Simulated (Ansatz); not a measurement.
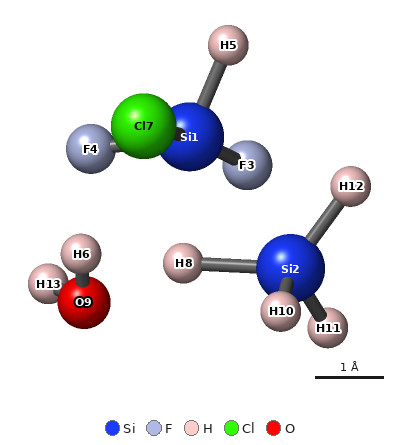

**Figure 1.** The structure as given in the input (ball-and-stick view, seen at a tilt; atoms are numbered from 1 in the order of the input).

**Si2H7ClOF2: geometry relaxation (part 1 of 4)**

The run: geometry relaxation of Si2H7ClOF2. Method and program: RKS PBE0-D4/def2-TZVP (Ansatz 0.2.0).

The geometry is a transition state displaced along its imaginary mode. The reaction was set up to form Si1–Cl7, H6–O9 and Si2–H8 and to break Si1–Si2, H6–Cl7 and H8–O9 (atoms counted from 1 in the order of the input); sticks are drawn by distance alone. Figures and captions count atoms from 1; the log counts them from 0 in places.

Input file:
```yaml
crystal:
  periodic: [false, false, false]
  atoms:
    - {symbol: Si, position_ang: [-0.502122, 1.085823, -0.541958]}
    - {symbol: Si, position_ang: [0.891560, -1.063440, -0.813186]}
    - {symbol: F, position_ang: [-1.243444, 0.297600, -1.782715]}
    - {symbol: F, position_ang: [-1.775904, 1.219310, 0.403276]}
    - {symbol: H, position_ang: [-0.077985, 2.244500, -1.340231]}
    - {symbol: H, position_ang: [0.050486, 0.048925, 2.075214]}
    - {symbol: Cl, position_ang: [0.973255, 1.669673, 1.003599]}
    - {symbol: H, position_ang: [-0.127646, -0.606370, 0.339798]}
    - {symbol: O, position_ang: [-0.475589, -0.721308, 1.941834]}
    - {symbol: H, position_ang: [1.938724, -1.469842, 0.136665]}
    - {symbol: H, position_ang: [0.239205, -2.173700, -1.529006]}
    - {symbol: H, position_ang: [1.498532, -0.117871, -1.816677]}
    - {symbol: H, position_ang: [-1.389073, -0.413401, 1.923386]}
basis:
  gaussian: {orbitals: def2-TZVP}
hamiltonian: {xc: pbe0, dispersion: d4}
relax: {f_tol: 0.005, max_steps: 200}
```

Hardware: 4 CPU threads, shared host.

Launch command:
```bash
ansatz run in.yaml --threads 4 --pin off --events-out ev --progress --plain --max-ram 66560MiB --backend cuda --devices 0, --max-vram 37GiB
```

What the program printed:
```
Functional definition: PBE0
  name "PBE0"
  cite "Adamo & Barone, J. Chem. Phys. 110, 6158 (1999) doi:10.1063/1.478522"
  cite "Perdew, Burke & Ernzerhof, Phys. Rev. Lett. 77, 3865 (1996) doi:10.1103/PhysRevLett.77.3865"
  parent pbe
  parameter a = 0.25
  parameter kappa = 0.804
  parameter beta = 0.06672455060314922
  exchange = (1 - a)*pbe_x(kappa = kappa, mu = beta*pi^2/3) + a*exact_x
  correlation = pbe_c(beta = beta)
1575 factors; their error is unknown
mean field evaluation 1: about -35855.5622 eV, gradient 6.3e1 eV
mean field evaluation 2: about -35845.1058 eV, gradient 1.0e2 eV
mean field evaluation 4: about -35861.3188 eV, gradient 4.2e0 eV
mean field evaluation 8: about -35861.3494 eV, gradient 7.2e-2 eV
mean field evaluation 16: about -35861.4741 eV, gradient 2.3e-4 eV
mean field -35861.47411172 eV, -1317.8848658256 hartree, gradient 3.3e-5 eV, S^2 0.000000; 0 other end points of the search recorded, 0 dependent functions left out
the calculation of the forces begins
reference -35861.47414606 eV, -1317.8848670876 hartree; 39, 39 occupied and 207, 207 virtual orbitals, 1575 factors
relax step   1: F+E_penalty+E_count = -35861.77078173 eV  Δ(F+E_penalty+E_count) = +0.000e0 eV  max|allowed force component| = 1.625e0 eV/Å  Δτ_max = 0.0000 Å  (28 SCF iters, accepted)
these checks for a lower state are left out or cut short: starts, cluster_reference, orbital_swaps, neighbouring_geometries, increment
1575 factors; their error is unknown
mean field -35861.75653478 eV, -1317.8952446816 hartree, gradient 1.5e-5 eV, S^2 0.000000; 0 other end points of the search recorded, 0 dependent functions left out
the calculation of the forces begins
reference -35861.75657009 eV, -1317.8952459793 hartree; 39, 39 occupied and 207, 207 virtual orbitals, 1575 factors
relax step   2: F+E_penalty+E_count = -35862.04917732 eV  Δ(F+E_penalty+E_count) = -2.784e-1 eV  max|allowed force component| = 1.094e0 eV/Å  Δτ_max = 0.1925 Å  (36 SCF iters, accepted)
[... from here on the SCF iterations and repeated set-up lines of each step are left out, up to the last step ...]
relax step   3: F+E_penalty+E_count = -35862.29999501 eV  Δ(F+E_penalty+E_count) = -2.508e-1 eV  max|allowed force component| = 9.798e-1 eV/Å  Δτ_max = 0.1921 Å  (30 SCF iters, accepted)
relax step   4: F+E_penalty+E_count = -35862.47775156 eV  Δ(F+E_penalty+E_count) = -1.778e-1 eV  max|allowed force component| = 9.144e-1 eV/Å  Δτ_max = 0.1923 Å  (30 SCF iters, accepted)
relax step   5: F+E_penalty+E_count = -35862.67091633 eV  Δ(F+E_penalty+E_count) = -1.932e-1 eV  max|allowed force component| = 1.280e0 eV/Å  Δτ_max = 0.1998 Å  (31 SCF iters, accepted)
relax step   6: F+E_penalty+E_count = -35862.87670650 eV  Δ(F+E_penalty+E_count) = -2.058e-1 eV  max|allowed force component| = 1.774e0 eV/Å  Δτ_max = 0.1948 Å  (30 SCF iters, accepted)
relax step   7: F+E_penalty+E_count = -35863.10744296 eV  Δ(F+E_penalty+E_count) = -2.307e-1 eV  max|allowed force component| = 1.797e0 eV/Å  Δτ_max = 0.1948 Å  (31 SCF iters, accepted)
relax step   8: F+E_penalty+E_count = -35863.36397475 eV  Δ(F+E_penalty+E_count) = -2.565e-1 eV  max|allowed force component| = 1.029e0 eV/Å  Δτ_max = 0.1949 Å  (31 SCF iters, accepted)
relax step   9: F+E_penalty+E_count = -35863.50439775 eV  Δ(F+E_penalty+E_count) = -1.404e-1 eV  max|allowed force component| = 8.841e-1 eV/Å  Δτ_max = 0.1994 Å  (29 SCF iters, accepted)
relax step  10: F+E_penalty+E_count = -35863.59583057 eV  Δ(F+E_penalty+E_count) = -9.143e-2 eV  max|allowed force component| = 3.228e-1 eV/Å  Δτ_max = 0.1991 Å  (30 SCF iters, accepted)
relax step  11: F+E_penalty+E_count = -35863.61592547 eV  Δ(F+E_penalty+E_count) = -2.009e-2 eV  max|allowed force component| = 4.087e-1 eV/Å  Δτ_max = 0.1694 Å  (30 SCF iters, accepted)
relax step  12: F+E_penalty+E_count = -35863.62780374 eV  Δ(F+E_penalty+E_count) = -1.188e-2 eV  max|allowed force component| = 2.433e-1 eV/Å  Δτ_max = 0.1903 Å  (30 SCF iters, accepted)
relax step  13: F+E_penalty+E_count = -35863.62868759 eV  Δ(F+E_penalty+E_count) = -8.838e-4 eV  max|allowed force component| = 5.484e-1 eV/Å  Δτ_max = 0.1320 Å  (30 SCF iters, accepted)
relax step  14: F+E_penalty+E_count = -35863.63473386 eV  Δ(F+E_penalty+E_count) = -6.046e-3 eV  max|allowed force component| = 1.625e-1 eV/Å  Δτ_max = 0.0923 Å  (30 SCF iters, accepted)
relax step  15: F+E_penalty+E_count = -35863.63644718 eV  Δ(F+E_penalty+E_count) = -1.713e-3 eV  max|allowed force component| = 4.416e-2 eV/Å  Δτ_max = 0.0423 Å  (30 SCF iters, accepted)
relax step  16: F+E_penalty+E_count = -35863.63770623 eV  Δ(F+E_penalty+E_count) = -1.259e-3 eV  max|allowed force component| = 5.114e-2 eV/Å  Δτ_max = 0.0471 Å  (30 SCF iters, accepted)
relax step  17: F+E_penalty+E_count = -35863.63837972 eV  Δ(F+E_penalty+E_count) = -6.735e-4 eV  max|allowed force component| = 7.965e-2 eV/Å  Δτ_max = 0.0449 Å  (30 SCF iters, accepted)
relax step  18: F+E_penalty+E_count = -35863.63883926 eV  Δ(F+E_penalty+E_count) = -4.595e-4 eV  max|allowed force component| = 9.970e-2 eV/Å  Δτ_max = 0.0311 Å  (30 SCF iters, accepted)
relax step  19: F+E_penalty+E_count = -35863.63932130 eV  Δ(F+E_penalty+E_count) = -4.820e-4 eV  max|allowed force component| = 1.353e-1 eV/Å  Δτ_max = 0.0392 Å  (30 SCF iters, accepted)
relax step  20: F+E_penalty+E_count = -35863.63963309 eV  Δ(F+E_penalty+E_count) = -3.118e-4 eV  max|allowed force component| = 2.300e-1 eV/Å  Δτ_max = 0.0470 Å  (30 SCF iters, accepted)
relax step  21: F+E_penalty+E_count = -35863.64034148 eV  Δ(F+E_penalty+E_count) = -7.084e-4 eV  max|allowed force component| = 1.396e-1 eV/Å  Δτ_max = 0.0192 Å  (31 SCF iters, accepted)
relax step  22: F+E_penalty+E_count = -35863.64138715 eV  Δ(F+E_penalty+E_count) = -1.046e-3 eV  max|allowed force component| = 4.470e-2 eV/Å  Δτ_max = 0.0379 Å  (30 SCF iters, accepted)
relax step  23: F+E_penalty+E_count = -35863.64340352 eV  Δ(F+E_penalty+E_count) = -2.016e-3 eV  max|allowed force component| = 1.628e-1 eV/Å  Δτ_max = 0.1402 Å  (28 SCF iters, accepted)
relax step  24: F+E_penalty+E_count = -35863.64333084 eV  Δ(F+E_penalty+E_count) = +7.268e-5 eV  max|allowed force component| = 3.643e-1 eV/Å  Δτ_max = 0.0558 Å  (30 SCF iters, rejected (line search))
relax step  25: F+E_penalty+E_count = -35863.64520616 eV  Δ(F+E_penalty+E_count) = -1.803e-3 eV  max|allowed force component| = 9.009e-2 eV/Å  Δτ_max = 0.0269 Å  (31 SCF iters, accepted)
relax step  26: F+E_penalty+E_count = -35863.64619802 eV  Δ(F+E_penalty+E_count) = -9.919e-4 eV  max|allowed force component| = 3.644e-1 eV/Å  Δτ_max = 0.0925 Å  (30 SCF iters, accepted)
relax step  27: F+E_penalty+E_count = -35863.64514697 eV  Δ(F+E_penalty+E_count) = +1.051e-3 eV  max|allowed force component| = 4.989e-1 eV/Å  Δτ_max = 0.0805 Å  (30 SCF iters, rejected (line search))
relax step  28: F+E_penalty+E_count = -35863.64855778 eV  Δ(F+E_penalty+E_count) = -2.360e-3 eV  max|allowed force component| = 2.010e-1 eV/Å  Δτ_max = 0.0402 Å  (31 SCF iters, accepted)
relax step  29: F+E_penalty+E_count = -35863.65159833 eV  Δ(F+E_penalty+E_count) = -3.041e-3 eV  max|allowed force component| = 7.465e-2 eV/Å  Δτ_max = 0.0750 Å  (30 SCF iters, accepted)
relax step  30: F+E_penalty+E_count = -35863.65138356 eV  Δ(F+E_penalty+E_count) = +2.148e-4 eV  max|allowed force component| = 3.784e-1 eV/Å  Δτ_max = 0.1096 Å  (28 SCF iters, rejected (line search))
relax step  31: F+E_penalty+E_count = -35863.65289090 eV  Δ(F+E_penalty+E_count) = -1.293e-3 eV  max|allowed force component| = 2.392e-2 eV/Å  Δτ_max = 0.0401 Å  (30 SCF iters, accepted)
relax step  32: F+E_penalty+E_count = -35863.65443186 eV  Δ(F+E_penalty+E_count) = -1.541e-3 eV  max|allowed force component| = 1.820e-1 eV/Å  Δτ_max = 0.0535 Å  (30 SCF iters, accepted)
relax step  33: F+E_penalty+E_count = -35863.65461353 eV  Δ(F+E_penalty+E_count) = -1.817e-4 eV  max|allowed force component| = 3.789e-1 eV/Å  Δτ_max = 0.0823 Å  (30 SCF iters, accepted)
relax step  34: F+E_penalty+E_count = -35863.64748767 eV  Δ(F+E_penalty+E_count) = +7.126e-3 eV  max|allowed force component| = 7.233e-1 eV/Å  Δτ_max = 0.0929 Å  (30 SCF iters, rejected (line search))
relax step  35: F+E_penalty+E_count = -35863.65979368 eV  Δ(F+E_penalty+E_count) = -5.180e-3 eV  max|allowed force component| = 1.390e-1 eV/Å  Δτ_max = 0.0464 Å  (30 SCF iters, accepted)
relax step  36: F+E_penalty+E_count = -35863.66265025 eV  Δ(F+E_penalty+E_count) = -2.857e-3 eV  max|allowed force component| = 5.386e-2 eV/Å  Δτ_max = 0.0633 Å  (30 SCF iters, accepted)
relax step  37: F+E_penalty+E_count = -35863.65954385 eV  Δ(F+E_penalty+E_count) = +3.106e-3 eV  max|allowed force component| = 5.484e-1 eV/Å  Δτ_max = 0.0916 Å  (29 SCF iters, rejected (line search))
relax step  38: F+E_penalty+E_count = -35863.66395288 eV  Δ(F+E_penalty+E_count) = -1.303e-3 eV  max|allowed force component| = 8.088e-2 eV/Å  Δτ_max = 0.0458 Å  (30 SCF iters, accepted)
relax step  39: F+E_penalty+E_count = -35863.66538037 eV  Δ(F+E_penalty+E_count) = -1.427e-3 eV  max|allowed force component| = 2.402e-2 eV/Å  Δτ_max = 0.0376 Å  (30 SCF iters, accepted)
relax step  40: F+E_penalty+E_count = -35863.66542856 eV  Δ(F+E_penalty+E_count) = -4.819e-5 eV  max|allowed force component| = 2.733e-1 eV/Å  Δτ_max = 0.0684 Å  (30 SCF iters, accepted)
relax step  41: F+E_penalty+E_count = -35863.66672798 eV  Δ(F+E_penalty+E_count) = -1.299e-3 eV  max|allowed force component| = 1.101e-1 eV/Å  Δτ_max = 0.0382 Å  (30 SCF iters, accepted)
relax step  42: F+E_penalty+E_count = -35863.66729587 eV  Δ(F+E_penalty+E_count) = -5.679e-4 eV  max|allowed force component| = 9.878e-2 eV/Å  Δτ_max = 0.0437 Å  (30 SCF iters, accepted)
relax step  43: F+E_penalty+E_count = -35863.66779192 eV  Δ(F+E_penalty+E_count) = -4.961e-4 eV  max|allowed force component| = 1.598e-1 eV/Å  Δτ_max = 0.0504 Å  (30 SCF iters, accepted)
relax step  44: F+E_penalty+E_count = -35863.66825668 eV  Δ(F+E_penalty+E_count) = -4.648e-4 eV  max|allowed force component| = 1.772e-1 eV/Å  Δτ_max = 0.0526 Å  (30 SCF iters, accepted)
relax step  45: F+E_penalty+E_count = -35863.66886426 eV  Δ(F+E_penalty+E_count) = -6.076e-4 eV  max|allowed force component| = 1.374e-1 eV/Å  Δτ_max = 0.0440 Å  (30 SCF iters, accepted)
relax step  46: F+E_penalty+E_count = -35863.66952366 eV  Δ(F+E_penalty+E_count) = -6.594e-4 eV  max|allowed force component| = 1.476e-1 eV/Å  Δτ_max = 0.0819 Å  (30 SCF iters, accepted)
relax step  47: F+E_penalty+E_count = -35863.66998690 eV  Δ(F+E_penalty+E_count) = -4.632e-4 eV  max|allowed force component| = 1.754e-1 eV/Å  Δτ_max = 0.0590 Å  (30 SCF iters, accepted)
relax step  48: F+E_penalty+E_count = -35863.67056810 eV  Δ(F+E_penalty+E_count) = -5.812e-4 eV  max|allowed force component| = 1.415e-1 eV/Å  Δτ_max = 0.0432 Å  (30 SCF iters, accepted)
relax step  49: F+E_penalty+E_count = -35863.67131132 eV  Δ(F+E_penalty+E_count) = -7.432e-4 eV  max|allowed force component| = 1.181e-1 eV/Å  Δτ_max = 0.0578 Å  (30 SCF iters, accepted)
relax step  50: F+E_penalty+E_count = -35863.67201082 eV  Δ(F+E_penalty+E_count) = -6.995e-4 eV  max|allowed force component| = 1.954e-1 eV/Å  Δτ_max = 0.0992 Å  (30 SCF iters, accepted)
relax step  51: F+E_penalty+E_count = -35863.67251824 eV  Δ(F+E_penalty+E_count) = -5.074e-4 eV  max|allowed force component| = 1.917e-1 eV/Å  Δτ_max = 0.0497 Å  (30 SCF iters, accepted)
relax step  52: F+E_penalty+E_count = -35863.67321942 eV  Δ(F+E_penalty+E_count) = -7.012e-4 eV  max|allowed force component| = 1.880e-1 eV/Å  Δτ_max = 0.0644 Å  (30 SCF iters, accepted)
relax step  53: F+E_penalty+E_count = -35863.67403151 eV  Δ(F+E_penalty+E_count) = -8.121e-4 eV  max|allowed force component| = 2.091e-1 eV/Å  Δτ_max = 0.0769 Å  (30 SCF iters, accepted)
relax step  54: F+E_penalty+E_count = -35863.67505438 eV  Δ(F+E_penalty+E_count) = -1.023e-3 eV  max|allowed force component| = 1.480e-1 eV/Å  Δτ_max = 0.0539 Å  (30 SCF iters, accepted)
relax step  55: F+E_penalty+E_count = -35863.67602545 eV  Δ(F+E_penalty+E_count) = -9.711e-4 eV  max|allowed force component| = 2.138e-1 eV/Å  Δτ_max = 0.1111 Å  (30 SCF iters, accepted)
relax step  56: F+E_penalty+E_count = -35863.67717024 eV  Δ(F+E_penalty+E_count) = -1.145e-3 eV  max|allowed force component| = 1.824e-1 eV/Å  Δτ_max = 0.0634 Å  (31 SCF iters, accepted)
relax step  57: F+E_penalty+E_count = -35863.67752492 eV  Δ(F+E_penalty+E_count) = -3.547e-4 eV  max|allowed force component| = 7.256e-2 eV/Å  Δτ_max = 0.0464 Å  (30 SCF iters, accepted)
relax step  58: F+E_penalty+E_count = -35863.67934894 eV  Δ(F+E_penalty+E_count) = -1.824e-3 eV  max|allowed force component| = 1.180e-2 eV/Å  Δτ_max = 0.0633 Å  (30 SCF iters, accepted)
relax step  59: F+E_penalty+E_count = -35863.67833511 eV  Δ(F+E_penalty+E_count) = +1.014e-3 eV  max|allowed force component| = 3.243e-1 eV/Å  Δτ_max = 0.1331 Å  (31 SCF iters, rejected (line search))
relax step  60: F+E_penalty+E_count = -35863.67986485 eV  Δ(F+E_penalty+E_count) = -5.159e-4 eV  max|allowed force component| = 2.190e-2 eV/Å  Δτ_max = 0.0480 Å  (30 SCF iters, accepted)
relax step  61: F+E_penalty+E_count = -35863.67937147 eV  Δ(F+E_penalty+E_count) = +4.934e-4 eV  max|allowed force component| = 2.507e-1 eV/Å  Δτ_max = 0.0972 Å  (30 SCF iters, rejected (line search))
relax step  62: F+E_penalty+E_count = -35863.68058447 eV  Δ(F+E_penalty+E_count) = -7.196e-4 eV  max|allowed force component| = 3.488e-2 eV/Å  Δτ_max = 0.0478 Å  (30 SCF iters, accepted)
relax step  63: F+E_penalty+E_count = -35863.68075182 eV  Δ(F+E_penalty+E_count) = -1.673e-4 eV  max|allowed force component| = 1.094e-1 eV/Å  Δτ_max = 0.0494 Å  (30 SCF iters, accepted)
relax step  64: F+E_penalty+E_count = -35863.68111759 eV  Δ(F+E_penalty+E_count) = -3.658e-4 eV  max|allowed force component| = 6.846e-2 eV/Å  Δτ_max = 0.0267 Å  (31 SCF iters, accepted)
relax step  65: F+E_penalty+E_count = -35863.68135838 eV  Δ(F+E_penalty+E_count) = -2.408e-4 eV  max|allowed force component| = 1.707e-2 eV/Å  Δτ_max = 0.0301 Å  (31 SCF iters, accepted)
relax step  66: F+E_penalty+E_count = -35863.68155328 eV  Δ(F+E_penalty+E_count) = -1.949e-4 eV  max|allowed force component| = 2.760e-2 eV/Å  Δτ_max = 0.0417 Å  (30 SCF iters, accepted)
relax step  67: F+E_penalty+E_count = -35863.68164105 eV  Δ(F+E_penalty+E_count) = -8.777e-5 eV  max|allowed force component| = 2.722e-2 eV/Å  Δτ_max = 0.0134 Å  (31 SCF iters, accepted)
relax step  68: F+E_penalty+E_count = -35863.68178326 eV  Δ(F+E_penalty+E_count) = -1.422e-4 eV  max|allowed force component| = 3.679e-2 eV/Å  Δτ_max = 0.0290 Å  (30 SCF iters, accepted)
relax step  69: F+E_penalty+E_count = -35863.68186400 eV  Δ(F+E_penalty+E_count) = -8.073e-5 eV  max|allowed force component| = 5.846e-2 eV/Å  Δτ_max = 0.0240 Å  (30 SCF iters, accepted)
relax step  70: F+E_penalty+E_count = -35863.68197186 eV  Δ(F+E_penalty+E_count) = -1.079e-4 eV  max|allowed force component| = 5.219e-2 eV/Å  Δτ_max = 0.0136 Å  (31 SCF iters, accepted)
relax step  71: F+E_penalty+E_count = -35863.68205224 eV  Δ(F+E_penalty+E_count) = -8.038e-5 eV  max|allowed force component| = 1.082e-1 eV/Å  Δτ_max = 0.0566 Å  (30 SCF iters, accepted)
relax step  72: F+E_penalty+E_count = -35863.68215213 eV  Δ(F+E_penalty+E_count) = -9.989e-5 eV  max|allowed force component| = 7.650e-2 eV/Å  Δτ_max = 0.0246 Å  (31 SCF iters, accepted)
relax step  73: F+E_penalty+E_count = -35863.68219151 eV  Δ(F+E_penalty+E_count) = -3.937e-5 eV  max|allowed force component| = 3.722e-2 eV/Å  Δτ_max = 0.0279 Å  (30 SCF iters, accepted)
relax step  74: F+E_penalty+E_count = -35863.68225443 eV  Δ(F+E_penalty+E_count) = -6.292e-5 eV  max|allowed force component| = 4.989e-2 eV/Å  Δτ_max = 0.0054 Å  (32 SCF iters, accepted)
relax step  75: F+E_penalty+E_count = -35863.68248139 eV  Δ(F+E_penalty+E_count) = -2.270e-4 eV  max|allowed force component| = 5.814e-2 eV/Å  Δτ_max = 0.0240 Å  (31 SCF iters, accepted)
relax step  76: F+E_penalty+E_count = -35863.68257332 eV  Δ(F+E_penalty+E_count) = -9.193e-5 eV  max|allowed force component| = 2.612e-2 eV/Å  Δτ_max = 0.0092 Å  (31 SCF iters, accepted)
relax step  77: F+E_penalty+E_count = -35863.68267801 eV  Δ(F+E_penalty+E_count) = -1.047e-4 eV  max|allowed force component| = 2.032e-2 eV/Å  Δτ_max = 0.0194 Å  (31 SCF iters, accepted)
relax step  78: F+E_penalty+E_count = -35863.68190370 eV  Δ(F+E_penalty+E_count) = +7.743e-4 eV  max|allowed force component| = 2.098e-1 eV/Å  Δτ_max = 0.0876 Å  (30 SCF iters, rejected (line search))
relax step  79: F+E_penalty+E_count = -35863.68269671 eV  Δ(F+E_penalty+E_count) = -1.870e-5 eV  max|allowed force component| = 1.722e-2 eV/Å  Δτ_max = 0.0024 Å  (24 SCF iters, accepted)
relax step  80: F+E_penalty+E_count = -35863.68240996 eV  Δ(F+E_penalty+E_count) = +2.868e-4 eV  max|allowed force component| = 1.702e-1 eV/Å  Δτ_max = 0.0773 Å  (30 SCF iters, rejected (line search))
relax step  81: F+E_penalty+E_count = -35863.68269836 eV  Δ(F+E_penalty+E_count) = -1.646e-6 eV  max|allowed force component| = 1.058e-2 eV/Å  Δτ_max = 0.0053 Å  (32 SCF iters, accepted)
relax step  82: F+E_penalty+E_count = -35863.68289765 eV  Δ(F+E_penalty+E_count) = -1.993e-4 eV  max|allowed force component| = 2.799e-2 eV/Å  Δτ_max = 0.0393 Å  (30 SCF iters, accepted)
relax step  83: F+E_penalty+E_count = -35863.68279276 eV  Δ(F+E_penalty+E_count) = +1.049e-4 eV  max|allowed force component| = 1.078e-1 eV/Å  Δτ_max = 0.0384 Å  (30 SCF iters, rejected (line search))
relax step  84: F+E_penalty+E_count = -35863.68298923 eV  Δ(F+E_penalty+E_count) = -9.158e-5 eV  max|allowed force component| = 3.207e-2 eV/Å  Δτ_max = 0.0184 Å  (31 SCF iters, accepted)
relax step  85: F+E_penalty+E_count = -35863.68303479 eV  Δ(F+E_penalty+E_count) = -4.556e-5 eV  max|allowed force component| = 6.473e-2 eV/Å  Δτ_max = 0.0307 Å  (30 SCF iters, accepted)
relax step  86: F+E_penalty+E_count = -35863.68311897 eV  Δ(F+E_penalty+E_count) = -8.418e-5 eV  max|allowed force component| = 3.708e-2 eV/Å  Δτ_max = 0.0062 Å  (32 SCF iters, accepted)
relax step  87: F+E_penalty+E_count = -35863.68318880 eV  Δ(F+E_penalty+E_count) = -6.983e-5 eV  max|allowed force component| = 1.822e-3 eV/Å  Δτ_max = 0.0094 Å  (31 SCF iters, accepted)
relax step  88: F+E_penalty+E_count = -35863.68326294 eV  Δ(F+E_penalty+E_count) = -7.414e-5 eV  max|allowed force component| = 4.472e-3 eV/Å  Δτ_max = 0.0244 Å  (31 SCF iters, accepted)
relax step  89: F+E_penalty+E_count = -35863.67814919 eV  Δ(F+E_penalty+E_count) = +5.114e-3 eV  max|allowed force component| = 3.933e-1 eV/Å  Δτ_max = 0.1352 Å  (28 SCF iters, rejected (line search))
relax step  90: F+E_penalty+E_count = -35863.68331552 eV  Δ(F+E_penalty+E_count) = -5.258e-5 eV  max|allowed force component| = 3.900e-3 eV/Å  Δτ_max = 0.0223 Å  (31 SCF iters, accepted)
relax step  91: F+E_penalty+E_count = -35863.68327033 eV  Δ(F+E_penalty+E_count) = +4.519e-5 eV  max|allowed force component| = 4.406e-2 eV/Å  Δτ_max = 0.0559 Å  (30 SCF iters, rejected (line search))
relax step  92: F+E_penalty+E_count = -35863.68335753 eV  Δ(F+E_penalty+E_count) = -4.201e-5 eV  max|allowed force component| = 1.163e-2 eV/Å  Δτ_max = 0.0276 Å  (30 SCF iters, accepted)
relax step  93: F+E_penalty+E_count = -35863.68334069 eV  Δ(F+E_penalty+E_count) = +1.684e-5 eV  max|allowed force component| = 3.430e-2 eV/Å  Δτ_max = 0.0224 Å  (31 SCF iters, rejected (line search))
relax step  94: F+E_penalty+E_count = -35863.68338001 eV  Δ(F+E_penalty+E_count) = -2.248e-5 eV  max|allowed force component| = 6.190e-3 eV/Å  Δτ_max = 0.0111 Å  (31 SCF iters, accepted)
relax step  95: F+E_penalty+E_count = -35863.68340140 eV  Δ(F+E_penalty+E_count) = -2.139e-5 eV  max|allowed force component| = 1.441e-2 eV/Å  Δτ_max = 0.0229 Å  (31 SCF iters, accepted)
relax step  96: F+E_penalty+E_count = -35863.68340472 eV  Δ(F+E_penalty+E_count) = -3.324e-6 eV  max|allowed force component| = 1.681e-2 eV/Å  Δτ_max = 0.0104 Å  (31 SCF iters, accepted)
```
